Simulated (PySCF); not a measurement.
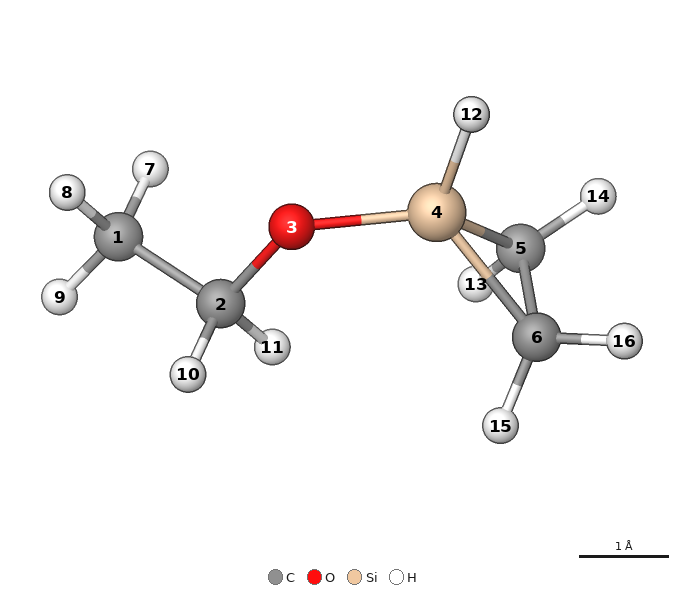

The geometry was computed by an optimisation with PBE0-D3(BJ)/def2-SVP. No frequency run is at hand to confirm it as a minimum.

Give the bond lengths.

| bond | length (Å) | order |
| --- | --- | --- |
| C1–C2 | 1.512 | single |
| C1–H7 | 1.100 | single |
| C1–H8 | 1.100 | single |
| C1–H9 | 1.101 | single |
| C2–O3 | 1.409 | single |
| C2–H10 | 1.105 | single |
| C2–H11 | 1.107 | single |
| O3–Si4 | 1.656 | single |
| Si4–C5 | 1.843 | single |
| Si4–C6 | 1.843 | single |
| Si4–H12 | 1.477 | single |
| C5–C6 | 1.567 | single |
| C5–H13 | 1.097 | single |
| C5–H14 | 1.096 | single |
| C6–H15 | 1.097 | single |
| C6–H16 | 1.096 | single |
